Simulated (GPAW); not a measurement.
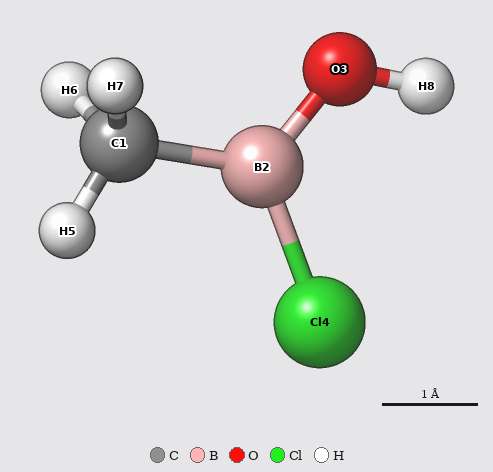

The structure (ball-and-stick view, seen at a tilt; atoms are numbered from 1 in the order of the input). Bond lengths as drawn: B–C 1.58 Å, B–Cl 1.76 Å, B–O 1.33 Å, C–H 1.09 Å and H–O 0.96 Å.

## Calculation of the molecule and its ions, with input and output: CH$_{4}$BClO (part 1 of 2)

System: CH$_{4}$BClO, SMILES CB(O)Cl.
Method: OLYP/real-space grid, scalar-relativistic datasets (GPAW 26.7.0).

The geometry comes from this level: GFN2-xTB.

Input (run.py)
```python
from ase.io.zmatrix import parse_zmatrix
from gpaw import GPAW, setup_paths
from gpaw.atom.configurations import parameters
from gpaw.atom.generator import Generator

# Atomic positions
zmat = """
C
B 1 r2
O 2 r3 1 a3
Cl 2 r4 3 a4 1 d4
H 1 r5 2 a5 3 d5
H 1 r6 5 a6 2 d6
H 1 r7 5 a7 6 d7
H 3 r8 2 a8 1 d8
"""
values = dict(r2=1.583177, r3=1.327541, a3=120.45311, r4=1.758903, a4=119.22614, d4=179.96432, r5=1.085919, a5=113.08843, d5=-177.47948, r6=1.087734, a6=107.96153, d6=122.5242, r7=1.087792, a7=108.09638, d7=114.70854, r8=0.958805, a8=118.75031, d8=179.96405)
mol = parse_zmatrix(zmat, defs=values)
mol.set_cell([14.0, 14.0, 14.0])
mol.center()

# PAW datasets for this functional
for symbol in ['B', 'C', 'Cl', 'H', 'O']:
    Generator(symbol, xcname='GGA_X_OPTX+GGA_C_LYP', scalarrel=True, nofiles=True, txt=None).run(**parameters[symbol])
setup_paths.insert(0, '.')

energies = {}
for name, charge, unpaired in [('neutral', 0, 0), ('oxidised', 1, 1)]:
    mol.set_initial_magnetic_moments([unpaired / len(mol)] * len(mol))
    calc = GPAW(mode='fd',
                h=0.18,
                xc='GGA_X_OPTX+GGA_C_LYP',
                charge=charge,
                occupations={'name': 'fermi-dirac', 'width': 0.0, 'fixmagmom': unpaired > 0},
                maxiter=100,
                symmetry='off',
                txt='-')
    mol.calc = calc
    energies[name] = mol.get_potential_energy()
    print(f'{name:10} {energies[name]:12.5f} eV')

ip = energies['oxidised'] - energies['neutral']
print(f'Vertical IP: {ip:.3f} eV')
```

Run as:
```bash
OMP_NUM_THREADS=1 python run.py
```

Log
```
__  _  _
 | _ |_)|_||  |
 |__||  | ||/\| - 26.7.0

units:  Angstrom and eV
cores:  1
OpenMP: False

Versions:
  Python: 3.12.14
  ASE:    3.29.0
  Numpy:  2.5.5
  Scipy:  1.18.1
  Libxc:  7.0.0

        _gpaw.cpython-312-aarch64-linux-gnu.so

Input parameters:
  mode=FD(),
  charge=0.0,
  h=0.18,
  maxiter=100,
  occupations=Occupations(name='fermi-dirac', width=0.0, fixmagmom=False),
  symmetry=Symmetry(point_group=False, time_reversal=False),
  xc=XC(name='GGA_X_OPTX+GGA_C_LYP')

Diagonalizing LCAO Hamiltonian
Converting LCAO to fd mode
          .---------------------------------.
         /|                                 |
        / |                                 |
       /  |                                 |
      /   |                                 |
     /    |                                 |
    /     |                                 |
   /      |                                 |
  /       |                                 |
 *        |                                 |
 |        |                                 |
 |        |        H                        |
 |        |              O  H               |
 |        |       HC   B                    |
 |        |        H    Cl                  |
 |        |                                 |
 |        |                                 |
 |        .---------------------------------.
 |       /                                 /
 |      /                                 /
 |     /                                 /
 |    /                                 /
 |   /                                 /
 |  /                                 /
 | /                                 /
 |/                                 /
 *---------------------------------*

Atoms  # Å, Bohr magnetons
|   | symbol |        x |        y |        z |    initial magnetic moments |
|---|--------|----------|----------|----------|-----------------------------|
| 0 |      C | 5.605722 | 7.186954 | 7.024735 | ( 0.0000,  0.0000,  0.0000) |
| 1 |      B | 7.188899 | 7.186954 | 7.024735 | ( 0.0000,  0.0000,  0.0000) |
| 2 |      O | 7.861741 | 8.331353 | 7.024735 | ( 0.0000,  0.0000,  0.0000) |
| 3 |     Cl | 8.076864 | 5.668647 | 7.023779 | ( 0.0000,  0.0000,  0.0000) |
| 4 |      H | 5.179878 | 6.188983 | 7.068665 | ( 0.0000,  0.0000,  0.0000) |
| 5 |      H | 5.225500 | 7.674806 | 6.129974 | ( 0.0000,  0.0000,  0.0000) |
| 6 |      H | 5.223429 | 7.754955 | 7.870026 | ( 0.0000,  0.0000,  0.0000) |
| 7 |      H | 8.820122 | 8.302862 | 7.025262 | ( 0.0000,  0.0000,  0.0000) |

Unit cell  # Å
| periodic |         x |         y |         z |   lengths |    angles |
|----------|-----------|-----------|-----------|-----------|-----------|
|       no | 14.000000 |  0.000000 |  0.000000 | 14.000000 | 90.000000 |
|       no |  0.000000 | 14.000000 |  0.000000 | 14.000000 | 90.000000 |
|       no |  0.000000 |  0.000000 | 14.000000 | 14.000000 | 90.000000 |

Number of symmetries: 1
Symmetry operations  # r_c * U_cc + t_c -> r_c
|   | kind |            matrix            |
|---|------|------------------------------|
| 0 |  E   |  1, 0, 0,  0, 1, 0,  0, 0, 1 |

BZ-sampling:
  Number of BZ points: 1
  Number of IBZ points: 1

  Monkhorst-Pack size: [1, 1, 1]
  Monkhorst-Pack shift: [0, 0, 0]

K-points  # in reciprocal-cell coordinates
|   |                                coordinates |     weight |
|---|--------------------------------------------|------------|
| 0 | (  0.00000000,   0.00000000,   0.00000000) | 1.00000000 |

Uniform wave function grid shape: (np.int64(75), np.int64(75), np.int64(75))
Spin-components: 1 (collinear spins)
Bands:           19
Projectors:      32
Spin-degeneracy: 2
Datatype:        float64

  Storage: CPU
  Wave functions: 64_125_000 bytes (64_125_000 per core)

Parallelization:
  kpt:    1
  domain: 1
  band:   1

Density:
  Valence electrons: 24.0
  Components: 1
  Grid points: [76 76 76]
  Charge: 0.0  # |e|

Potential:
  Grid points: [76 76 76]

species:
  C:
    name:    Carbon
    Z:       6.0
    valence: 4
    core:    2
    charge:  0.0  # [|e|]
    file:    C.GGA_X_OPTX+GGA_C_LYP
    compensation charges:
      type: gauss
      rc: 0.20  # [Å]
      lmax: 2
    cutoffs:
      filter: 1.14  # [Å]
      core: 1.14  # [Å]
    projectors
    | kind |    occ | energy [eV] | rcut [Å] |
    |------|--------|-------------|----------|
    |   2s |  2.000 |     -13.806 |    0.635 |
    |   2p |  2.000 |      -5.153 |    0.635 |
    |    s |        |      13.405 |    0.635 |
    |    p |        |      22.059 |    0.635 |
    |    d |        |       0.000 |    0.635 |

    Using partial waves for C as LCAO basis

  B:
    name:    Boron
    Z:       5.0
    valence: 3
    core:    2
    charge:  0.0  # [|e|]
    file:    B.GGA_X_OPTX+GGA_C_LYP
    compensation charges:
      type: gauss
      rc: 0.20  # [Å]
      lmax: 2
    cutoffs:
      filter: 1.14  # [Å]
      core: 1.38  # [Å]
    projectors
    | kind |    occ | energy [eV] | rcut [Å] |
    |------|--------|-------------|----------|
    |   2s |  2.000 |      -9.414 |    0.635 |
    |   2p |  1.000 |      -3.456 |    0.635 |
    |    s |        |      17.797 |    0.635 |
    |    p |        |      23.755 |    0.635 |
    |    d |        |       0.000 |    0.635 |

    Using partial waves for B as LCAO basis

  O:
    name:    Oxygen
    Z:       8.0
    valence: 6
    core:    2
    charge:  0.0  # [|e|]
    file:    O.GGA_X_OPTX+GGA_C_LYP
    compensation charges:
      type: gauss
      rc: 0.21  # [Å]
      lmax: 2
    cutoffs:
      filter: 1.17  # [Å]
      core: 0.83  # [Å]
    projectors
    | kind |    occ | energy [eV] | rcut [Å] |
    |------|--------|-------------|----------|
    |   2s |  2.000 |     -24.147 |    0.688 |
    |   2p |  4.000 |      -8.970 |    0.598 |
    |    s |        |       3.065 |    0.688 |
    |    p |        |      18.241 |    0.598 |
    |    d |        |       0.000 |    0.619 |

    Using partial waves for O as LCAO basis

  Cl:
    name:    Chlorine
    Z:       17.0
    valence: 7
    core:    10
    charge:  0.0  # [|e|]
    file:    Cl.GGA_X_OPTX+GGA_C_LYP
    compensation charges:
      type: gauss
      rc: 0.25  # [Å]
      lmax: 2
    cutoffs:
      filter: 1.40  # [Å]
      core: 1.49  # [Å]
    projectors
    | kind |    occ | energy [eV] | rcut [Å] |
    |------|--------|-------------|----------|
    |   3s |  2.000 |     -20.669 |    0.794 |
    |   3p |  5.000 |      -8.522 |    0.794 |
    |    s |        |       6.543 |    0.794 |
    |    p |        |      18.689 |    0.794 |
    |    d |        |       0.000 |    0.794 |

    Using partial waves for Cl as LCAO basis

  H:
    name:    Hydrogen
    Z:       1.0
    valence: 1
    core:    0
    charge:  0.0  # [|e|]
    file:    H.GGA_X_OPTX+GGA_C_LYP
    compensation charges:
      type: gauss
      rc: 0.15  # [Å]
      lmax: 2
    cutoffs:
      filter: 0.85  # [Å]
      core: 0.53  # [Å]
    projectors
    | kind |    occ | energy [eV] | rcut [Å] |
    |------|--------|-------------|----------|
    |   1s |  1.000 |      -6.487 |    0.476 |
    |    s |        |      20.724 |    0.476 |
    |    p |        |       0.000 |    0.476 |

    Using partial waves for H as LCAO basis

Reference energy: -16353.283666  # eV

eigensolver:
  PPCG
  Converge bands: occupied
  niter=2

density mixing:
  MSR1-Mixer
  Pratt-step length: 0.05
  Maximum mixing coefficient: 0.75
  Old densities: 10
  SVD Regularization: 0.005
  Good broyden scale: 1.0
  Trust region scale: 1.0
  Backstep threshold: 4.0
  History deletion threshold: 6.0
  Fourier metric: weight=20.0, sigma=0.015

occupation numbers:
  # Zero width

FastPoissonSolver using
    Stencil: 6*3+1=19 point O(h^6) finite-difference Laplacian
    FFT axes: []
    FST axes: [np.int64(0), np.int64(1), np.int64(2)]

xc functional:
  name: GGA_X_OPTX+GGA_C_LYP with 2 nearest neighbor stencil
interpolation: tri-quintic # 5. degree polynomial

Initialization done in: 3.045 s

convergence criteria:
- Maximum [total energy] change in last 3 cyles: 0.0005 eV / valence electron
- Maximum integral of absolute [dens]ity change: 0.0001 electrons / valence electron
- Maximum integral of absolute [eigenst]ate change: 4e-08 eV^2 / valence electron
maximum number of iterations: 100

SCF iterations
|iter     |     time |      energy | eigst |  dens |
|---------|----------|-------------|-------|-------|
|iter:   1| 00:00:05 |  -45.166938 | +1.16 |       |
|iter:   2| 00:00:07 |  -44.369129 | +0.01 | -0.70 |
|iter:   3| 00:00:10 |  -40.831989 | +0.46 | -0.74 |
|iter:   4| 00:00:12 |  -40.746482 | -0.20 | -1.27 |
|iter:   5| 00:00:15 |  -40.738270 | -1.13 | -1.64 |
|iter:   6| 00:00:18 |  -40.740097c| -1.82 | -2.18 |
|iter:   7| 00:00:20 |  -40.740376c| -2.69 | -2.60 |
|iter:   8| 00:00:23 |  -40.740451c| -3.42 | -3.06 |
|iter:   9| 00:00:26 |  -40.740459c| -4.11 | -3.61 |
|iter:  10| 00:00:28 |  -40.740461c| -4.82 | -4.00c|
|iter:  11| 00:00:31 |  -40.740461c| -5.45 | -4.55c|
|iter:  12| 00:00:33 |  -40.740461c| -6.14 | -4.86c|
|iter:  13| 00:00:36 |  -40.740461c| -6.75 | -5.43c|
|iter:  14| 00:00:39 |  -40.740461c| -7.41c| -5.64c|

Converged in 14 steps
SCF loop duration: 35.880 s (2.563 s/step)
Energy contributions relative to reference atoms: (reference = -16353.283666)

Energy contributions:
  Kinetic:          48.857412
  Coulomb:         -52.748494
  Zero:              0.810503
  External:          0.000000
  Xc:              -37.659882
  Entropy:           0.000000
  Spinorbit:         0.000000
  ----------------------------
  Free energy:     -40.740461
  Extrapolated:    -40.740461

dipole moment: (0.075025, 0.166722, -0.000689)  # |e|*Ang
```
